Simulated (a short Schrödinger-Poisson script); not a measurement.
Structure: gated Al0.2Ga0.8As/GaAs δ-doped gas, at 77 K.

```tsv
layer	material	thickness (nm)	Na (cm⁻³)
1	Al0.2Ga0.8As	30	-
2	Al0.2Ga0.8As	2	-
3	GaAs	6000	7e14
```

Constants are typed, rounded textbook-type inputs, not results; the design itself was drawn at random and stands for no fabricated device. Al0.2Ga0.8As: permittivity 12.33, conduction-band edge (eV) 0.158, gap (eV) 1.673, electron mass (mₑ) 0.0836, Nv at 300 K (cm⁻³) 9e18. GaAs: permittivity 12.9, conduction-band edge (eV) 0, gap (eV) 1.424, Nv at 300 K (cm⁻³) 9e18.

Channel valleys (confinement mass, in-plane density-of-states mass, number): Γ 0.067, 0.067, 1. At the gate the conduction-band edge of layer 1 lies 0.91 eV − eVg above the Fermi level of the channel; the field vanishes at the back. Sheet of ionised δ-doping: +2.1e12 e/cm² at 30 nm from the gate. The barrier under the gate holds no holes. Gaps are held at their typed values at every temperature. Mesh 0.08 nm at interfaces.

From a short Schrödinger-Poisson script (our own, NumPy): 1D Poisson equation in equilibrium, electrons quantum, Hartree plus LDA exchange-correlation (BenDaniel-Duke, 40 states a valley, the channel's in-plane mass for all, wave functions free to enter the barrier), parabolic valleys, classical holes, full ionisation, no traps, pinning or gate leakage.

Only gate voltages with over 1e8 electrons/cm² are shown.

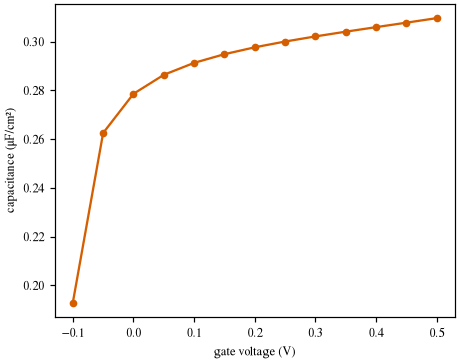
Figure. Quasi-static capacitance against gate voltage

| Vg (V) | electrons (cm⁻²) | in the channel layer | C (μF/cm²) | Γ E0 (meV) | Γ E1 (meV) |
|---|---|---|---|---|---|
| 0.5 | 1.11e12 | 1.03e12 | 0.310 | -36.7 | 4.2 |
| 0.45 | 1.01e12 | 9.44e11 | 0.308 | -33.7 | 5.6 |
| 0.4 | 9.19e11 | 8.61e11 | 0.306 | -30.7 | 7.1 |
| 0.35 | 8.23e11 | 7.77e11 | 0.304 | -27.6 | 8.7 |
| 0.3 | 7.29e11 | 6.93e11 | 0.302 | -24.5 | 10.3 |
| 0.25 | 6.35e11 | 6.07e11 | 0.300 | -21.4 | 12.0 |
| 0.2 | 5.42e11 | 5.21e11 | 0.298 | -18.1 | 13.8 |
| 0.15 | 4.49e11 | 4.34e11 | 0.295 | -14.7 | 15.6 |
| 0.1 | 3.58e11 | 3.48e11 | 0.291 | -11.2 | 17.6 |
| 0.05 | 2.68e11 | 2.61e11 | 0.286 | -7.3 | 19.8 |
| 0 | 1.80e11 | 1.76e11 | 0.279 | -2.9 | 22.5 |
| -0.05 | 9.50e10 | 9.35e10 | 0.262 | 3.0 | 26.5 |
| -0.1 | 2.10e10 | 2.07e10 | 0.193 | 14.4 | 35.8 |

Subbands count from the Fermi level.
